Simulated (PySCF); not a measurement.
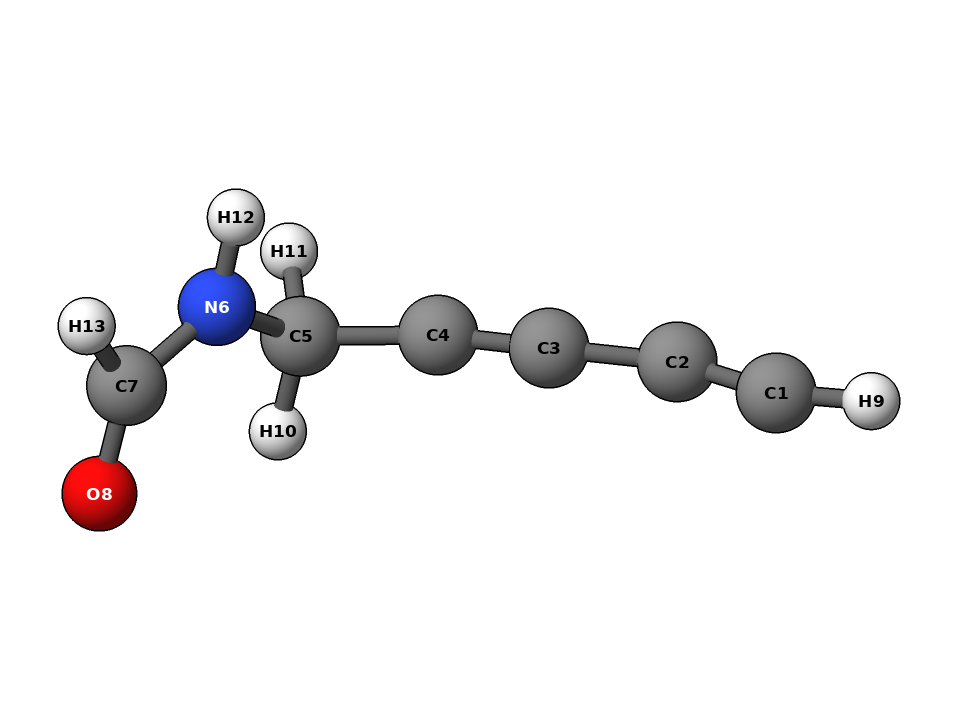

Geometry: a frame of a GFN2-xTB molecular-dynamics simulation, not a minimum. Method: GIAO PBE0/pcSseg-1 NMR shielding, non-relativistic, gas phase (PySCF 2.14.0). Principal shieldings σ11 ≤ σ22 ≤ σ33, span Ω = σ33 − σ11, skew κ = 3(σiso − σ22)/Ω.

Give the shielding tensors of the N atoms.

| atom | σ11 | σ22 | σ33 | σiso | Ω | κ |
| --- | --- | --- | --- | --- | --- | --- |
| N6 | 30.2 | 141.9 | 199.5 | 123.9 | 169.3 | −0.32 |

Shieldings and span in ppm.
